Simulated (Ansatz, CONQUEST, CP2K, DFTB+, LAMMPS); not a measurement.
**CONQUEST runs on aqueous Ca2+ and TFSI-, 6.5 mol of salt per kg of water at 300 K (113 atoms)**

How near does CONQUEST come to plane waves for aqueous Ca2+ and TFSI-, 6.5 mol of salt per kg of water at 300 K (113 atoms)?

Main program and level: CONQUEST 1.3; the method is named at each step.

## 1. Set-up

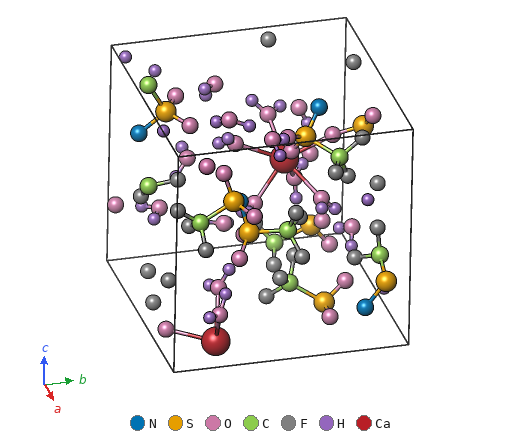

The cell as given, slightly off an axis (nitrogen blue, sulfur orange, oxygen pink, carbon green, fluorine grey, hydrogen purple, calcium red). Bonds to atoms that aren't drawn are left out.

The cell holds 113 atoms: 4 N, 8 S, 33 O, 8 C, 24 F, 34 H and 2 Ca. Its edges and angles: a = 11.188 Å, b = 11.188 Å, c = 11.188 Å, α = 90.0°, β = 90.0°, γ = 90.0°. 17 H2O, 2 Ca2+, 4 TFSI- placed at random, at 1.79 g/cm³; overlaps pushed apart, then 10 ps at 420 K with divalent ions of Li, Roberts, Chakravorty and Merz (J. Chem. Theory Comput. 9, 2733 (2013)); MMFF94 bonds, angles, torsions, charges and radii (Halgren, J. Comput. Chem. 17, 490 (1996)) in harmonic and 12-6 forms; SPC/E water (Berendsen, Grigera and Straatsma, J. Phys. Chem. 91, 6269 (1987)); charges of ions scaled by 0.85. Snapshot after 20 ps at 300 K and fixed volume.

The yardstick, on the same geometry:

```
method                                           : Kohn-Sham DFT, PBE, PAW, plane waves (Ansatz 0.2.0); cutoff 420 eV, Γ point, fermi-dirac smearing of 0.05 eV; PAW set soft_2
r.m.s. force component                           : 0.9546 eV/Å
longest force                                    : 4.407 eV/Å
pressure                                         : -0.3382 GPa
gap (highest filled to lowest empty level) : 4.401 eV
SCF cycles                                       : 10
time                                             : 14 s on 4 threads of Intel Xeon 6975P-C (Granite Rapids), shared host
CPU time                                         : 50 s
```

## 2. PBE, grid 120 Ha

Method: Kohn-Sham DFT, PBE, norm-conserving pseudopotentials, pseudo-atomic orbitals (double zeta with polarisation), diagonalisation.

The .ion files beside the input carry potential, basis and functional.

File Conquest_input:

```
IO.Title cell
IO.Coordinates coords.dat
IO.FractionalAtomicCoords T
IO.Iprint 1
General.NumberOfSpecies 7
AtomMove.TypeOfRun static
AtomMove.CalcStress T
Grid.GridCutoff 120
DM.SolutionMethod diagon
SC.MaxIters 100
SC.LinearMixingFactor 0.3
minE.SCTolerance 1e-06
Diag.kT 0.001837
Diag.MPMesh T
Diag.GammaCentred T
Diag.MPMeshX 1
Diag.MPMeshY 1
Diag.MPMeshZ 1
%block ChemicalSpeciesLabel
1 14.007 N
2 32.060 S
3 15.999 O
4 12.011 C
5 18.998 F
6 1.008 H
7 40.078 Ca
%endblock
```

File coords.dat:

```
21.141708 0.000000 0.000000
0.000000 21.141708 0.000000
0.000000 0.000000 21.141708
113
0.55062 0.72958 0.90502 1 T T T
0.62172 0.65359 0.81542 2 T T T
0.54800 0.61631 0.71435 3 T T T
0.69587 0.55632 0.86149 3 T T T
0.72631 0.76964 0.75984 4 T T T
0.69366 0.81574 0.64899 5 T T T
0.72948 0.86457 0.83863 5 T T T
0.83827 0.72150 0.75201 5 T T T
0.61527 0.74938 0.03038 2 T T T
0.56781 0.85133 0.09285 3 T T T
0.74646 0.73666 0.03249 3 T T T
0.55368 0.61775 0.10514 4 T T T
0.46881 0.66059 0.18331 5 T T T
0.50082 0.53602 0.02565 5 T T T
0.63321 0.55421 0.17688 5 T T T
0.71152 0.35257 0.59850 1 T T T
0.74086 0.38520 0.46657 2 T T T
0.63182 0.39574 0.39835 3 T T T
0.83845 0.31822 0.40397 3 T T T
0.78344 0.53838 0.47877 4 T T T
0.68708 0.61699 0.47934 5 T T T
0.83972 0.55533 0.58635 5 T T T
0.86155 0.57859 0.39077 5 T T T
0.82582 0.29290 0.66559 2 T T T
0.80383 0.25462 0.78944 3 T T T
0.94133 0.34777 0.64867 3 T T T
0.82857 0.15080 0.58618 4 T T T
0.72357 0.13394 0.51929 5 T T T
0.92985 0.14724 0.51212 5 T T T
0.83072 0.05296 0.65521 5 T T T
0.31165 0.03320 0.74883 1 T T T
0.42544 0.95695 0.72448 2 T T T
0.40554 0.83311 0.68826 3 T T T
0.51687 0.96997 0.81707 3 T T T
0.47498 0.03089 0.58883 4 T T T
0.49829 0.14834 0.61537 5 T T T
0.57604 0.97890 0.53263 5 T T T
0.39480 0.02245 0.50092 5 T T T
0.33099 0.14112 0.84578 2 T T T
0.22548 0.21235 0.85503 3 T T T
0.43772 0.21378 0.82658 3 T T T
0.34434 0.05974 0.98668 4 T T T
0.45409 0.06731 0.03327 5 T T T
0.26933 0.09722 0.07864 5 T T T
0.32322 0.93994 0.96868 5 T T T
0.97748 0.81839 0.18499 1 T T T
0.09502 0.83975 0.10620 2 T T T
0.20267 0.85529 0.18134 3 T T T
0.08959 0.92216 0.00506 3 T T T
0.10438 0.68270 0.04987 4 T T T
0.21709 0.64870 0.01096 5 T T T
0.07056 0.60870 0.13289 5 T T T
0.03025 0.66058 0.95767 5 T T T
0.98369 0.90415 0.29753 2 T T T
0.03568 0.02139 0.27526 3 T T T
0.03385 0.84850 0.40643 3 T T T
[... 53 atom lines left out ...]
0.04806 0.39297 0.74279 6 T T T
0.15661 0.35590 0.83306 6 T T T
0.37294 0.63819 0.58442 7 T T T
0.79950 0.23558 0.01003 7 T T T
```

The run is started by

```sh
OMP_NUM_THREADS=1 mpirun -np 4 Conquest > output.txt
```

Numbers of over 12 decimals in the logs are rounded to 6 here.

Conquest_out:

```text
      Simulation cell dimensions:    21.1417 a0 x    21.1417 a0 x    21.1417 a0
        This calculation includes non-local pseudopotentials,
         with a maximum core radius of      9.72104605
    Job title: cell
    Job to be run: static calculation
    Ground state search:
      Support functions represented with PAO basis
      1:1 PAO to SF mapping
      Non-spin-polarised electrons
      Solving for the K matrix using diagonalisation
      Using Fermi-Dirac smearing
    Integration grid size:    108 x  108 x  108
    Integration grid spacing:  0.196 a0 x 0.196 a0 x 0.196 a0
    Number of species:  7
    --------------------------------------------------------
    |   #  mass (au)  Charge (e)  SF Rad (a0)  NSF  Label  |
    --------------------------------------------------------
    |   1     14.007       5.000        5.873   13  N      |
    |   2     32.060       6.000        6.460   13  S      |
    |   3     15.999       6.000        5.285   13  O      |
    |   4     12.011       4.000        6.460   13  C      |
    |   5     18.998       7.000        4.698   13  F      |
    |   6      1.008       1.000        7.047    5  H      |
    |   7     40.078      10.000        9.984   14  Ca     |
    --------------------------------------------------------
          SCF tolerance:                 0.00000100
          SCF iterations:               100
    The calculation will be performed on     4 processes
    The calculation will be performed on     1 thread
    Using the default matrix multiplication kernel
    The functional used will be GGA PBE96
    set_atom_dens: In set_atomic_density, electrons :     520.000000000000
    PulayMixSC: Starting Pulay mixing, A_up =  0.300 A_dn =  0.300
    PulayMixSC: Spin non-polarised calculation.
          Harris-Foulkes Energy            :     -1413.724656 Ha
    PulayMixSC: Pulay iteration     1 residual:              0.23576E-02
          Harris-Foulkes Energy            :     -1411.849827 Ha
    PulayMixSC: Pulay iteration     2 residual:              0.10091E-02
          Harris-Foulkes Energy            :     -1411.764842 Ha
    PulayMixSC: Pulay iteration     3 residual:              0.65203E-03
          Harris-Foulkes Energy            :     -1411.739942 Ha
    PulayMixSC: Pulay iteration     4 residual:              0.11325E-03
          Harris-Foulkes Energy            :     -1411.739385 Ha
    PulayMixSC: Pulay iteration     5 residual:              0.30298E-04
          Harris-Foulkes Energy            :     -1411.739211 Ha
    PulayMixSC: Pulay iteration     6 residual:              0.13013E-04
          Harris-Foulkes Energy            :     -1411.739187 Ha
    PulayMixSC: Pulay iteration     7 residual:              0.37972E-05
          Harris-Foulkes Energy            :     -1411.739186 Ha
    PulayMixSC: Pulay iteration     8 residual:              0.19364E-05
          Harris-Foulkes Energy            :     -1411.739185 Ha
    PulayMixSC: Pulay iteration     9 residual:              0.58242E-06
    PulayMixSC: Reached SCF tolerance of  0.58242E-06 after      9 iterations
      | Number of electrons      =       520.000181
      |* Harris-Foulkes energy   =     -1411.739185 Ha
      |* DFT total energy        =     -1411.739185 Ha
    force: Forces on atoms (Ha/a0)
    force:  Atom   X              Y              Z
    force:     1  -0.0258211932   0.0197276858   0.0162841400
    force:     2   0.0076396798  -0.0176566288  -0.0293957590
    force:     3  -0.0070574818   0.0031198908  -0.0078200849
    force:     4   0.0128206981  -0.0061551603   0.0049451207
    force:     5   0.0120224534   0.0245002711  -0.0156913871
    force:     6   0.0093290473  -0.0161831513   0.0275895087
    force:     7   0.0101080276  -0.0136409103  -0.0214171335
    force:     8  -0.0086135468   0.0085023599   0.0018578138
    force:     9   0.0523826255  -0.0273855251  -0.0047306404
    force:    10  -0.0111962934   0.0207677420   0.0040324578
    force:    11  -0.0187456770  -0.0020425918   0.0024075363
    force:    12  -0.0222193834  -0.0398715135   0.0390357661
    force:    13   0.0004893066  -0.0109856939  -0.0133196270
    force:    14   0.0124422914   0.0236398268   0.0270883666
    force:    15  -0.0083964603   0.0165061390  -0.0246921708
    force:    16   0.0068499455  -0.0052697420   0.0377960105
    force:    17   0.0292990377  -0.0257105461  -0.0469599765
    force:    18  -0.0276797951  -0.0055032892  -0.0148560834
    force:    19  -0.0231156968   0.0322525865   0.0222532255
    force:    20   0.0434985440   0.0665246301   0.0073029344
    force:    21   0.0155110391  -0.0286080692  -0.0029016495
    force:    22  -0.0036282946  -0.0005670094  -0.0138956307
    force:    23  -0.0213034815  -0.0156106976   0.0133408734
    force:    24  -0.0136645209  -0.0207057969   0.0327896029
[...]
force:   106  -0.0140665301   0.0022688660   0.0041857178
    force:   107  -0.0120540836  -0.0002474606  -0.0104147593
    force:   108   0.0156144161  -0.0077065531   0.0036387469
    force:   109   0.0097546058   0.0036828199   0.0078994136
    force:   110   0.0064009496  -0.0038149369   0.0110163647
    force:   111  -0.0097773561   0.0063031069  -0.0099078081
    force:   112  -0.0055086311  -0.0040257521  -0.0069677944
    force:   113   0.0077650735   0.0039847541   0.0125598684
    force: Maximum force :        0.06652463(Ha/a0) on atom        20 in y direction
    force: Force Residual:        0.02903965 Ha/a0
    force: Total stress:         -0.51393314    -0.78766907    -0.82874480 GPa
    force: Average pressure:      0.71011567 GPa
    get_E_and_F: Change in energy during last step of electronic optimisation:  0.47862E-06
```

Elapsed: 97 s, on 4 MPI ranks of Intel Xeon 6975P-C (Granite Rapids), shared host; peak memory 8.5 GiB; 6.4 min of CPU time.

Banners, paths, timers and routine set-up lines are dropped from the logs unmarked, and long logs keep their key lines alone; longer cuts are marked.

Numbers from this run, and their distance from the reference:

- r.m.s. force component: 0.8621 eV/Å
- r.m.s. difference of force components: 271.1 meV/Å
- longest difference of force vectors: 823.8 meV/Å
- force difference over r.m.s. force: 28.4 %
- slope of forces against the reference's: 0.8675
- correlation of force components: 0.9605
- gap (highest filled to lowest empty level): 4.354 eV
- gap difference: -0.0468 eV
- pressure: 0.7101 GPa
- pressure difference: 1.048 GPa

This run lies far from the reference in forces at the same functional.

Length of the force difference by element (eV/Å):

| element | atoms | mean | most |
| --- | --- | --- | --- |
| C | 8 | 0.46 | 0.62 |
| Ca | 2 | 0.050 | 0.051 |
| F | 24 | 0.46 | 0.69 |
| H | 34 | 0.34 | 0.40 |
| N | 4 | 0.52 | 0.57 |
| O | 33 | 0.54 | 0.82 |
| S | 8 | 0.52 | 0.64 |

Levels nearest the highest filled one (eV from it): -1.07, -1.05, -0.99, -0.96, -0.89, -0.85, -0.80, -0.74, -0.54, -0.33, -0.29, 0.00, 4.35, 4.41, 4.51, 4.68, 4.74, 4.88, 4.93, 5.02, 5.06, 5.13, 5.19, 5.22.

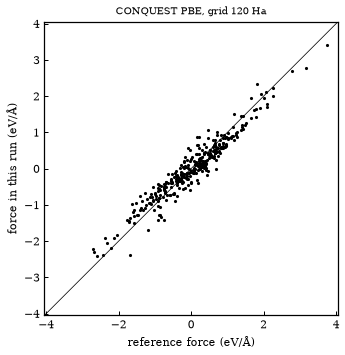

Force components against those of the reference; the line marks equality.

The surroundings of C20, which bears the longest force, nearest first, numbered as they follow in the input and with coordinates relative to it.

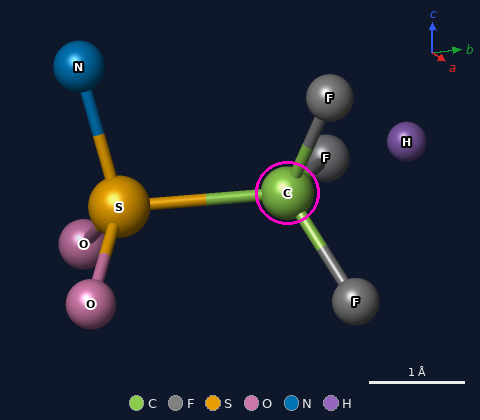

The atoms of the table, within 3.0 Å (arrows a, b, c point along x, y, z); some may hide others; the central atom is ringed.

| atom | x | y | z | distance (Å) | bonds | Fx | Fy | Fz (eV/Å) |
| --- | --- | --- | --- | --- | --- | --- | --- | --- |
| C20 | 0.00 | 0.00 | 0.00 | 0.00 | 4 | 2.24 | 3.42 | 0.38 |
| F22 | 0.63 | 0.19 | 1.20 | 1.37 | 1 | -0.19 | -0.03 | -0.71 |
| F23 | 0.87 | 0.45 | -0.98 | 1.39 | 1 | -1.10 | -0.80 | 0.69 |
| F21 | -1.08 | 0.88 | 0.01 | 1.39 | 1 | 0.80 | -1.47 | -0.15 |
| S17 | -0.48 | -1.71 | -0.14 | 1.78 | 4 | 1.51 | -1.32 | -2.41 |
| O18 | -1.70 | -1.60 | -0.90 | 2.50 | 1 | -1.42 | -0.28 | -0.76 |
| N16 | -0.80 | -2.08 | 1.34 | 2.60 | 2 | 0.35 | -0.27 | 1.94 |
| O19 | 0.62 | -2.46 | -0.84 | 2.67 | 1 | -1.19 | 1.66 | 1.14 |
| H96 | -2.04 | 2.20 | -0.19 | 3.00 | 1 | -1.35 | 0.83 | -0.34 |

Forces lie 28 % from the reference's, at 7.8 times its CPU time.

Left out of this page: CONQUEST PBE, grid 120 Ha, multi-site 5 bohr (stopped by an internal error of the program).

## 3. What came out

```
force difference from the reference : CONQUEST PBE, grid 120 Ha, 28 %
its CPU time                        : 6.4 min
```

**Reading.** The PBE run in local orbitals differs by 28 % (CONQUEST PBE, grid 120 Ha); basis, grid and potentials can all enter. CONQUEST PBE, grid 120 Ha softens the forces by a factor of 0.87 while following their directions (correlation 0.961). In CONQUEST PBE, grid 120 Ha the difference has nearly one length on every H (0.34 eV/Å) and points along its bond, outwards: this method prefers longer bonds, and stiff bonds to hydrogen turn a small shift into a large force. At the same functional, the gap of CONQUEST PBE, grid 120 Ha lies 0.05 eV below the reference's 4.40 eV. With short bonds to hydrogen, sets of potentials differ among themselves by several per cent in forces even at converged cutoffs, so the reference isn't exact here either. The network of contacts between molecules at the start is that of the classical potential that made the cell, and needn't be the one that DFT or experiment would give. The concentration wasn't checked against solubility and may exceed it. The reference's PBE has no dispersion term, which matters for the binding between molecules or layers. The density was typed from a rule of thumb and may lie off the real one at this temperature. The electronic-structure runs sample only Γ, in a cell whose shortest periodic width is 11 Å.

[Also dropped from logs without a mark: logging warnings of Python, and SIESTA's first energy breakdown and zero terms.]

[Logs are printed without paths, hosts, clocks, repeated set-up lines and the standing remarks that a program may print on its own settings, such as how far it seeks lower states.]

[Hosts, paths, dates, database ids (printed as entryN), source tags and the programs' standing remarks are cut or masked in the printed files.]

[The MMFF94 radii named for the starting cell were scaled by 0.96; in molecules described by MMFF94, hydrogen bound to N, O or S took a small fixed 12-6 site in their place.]
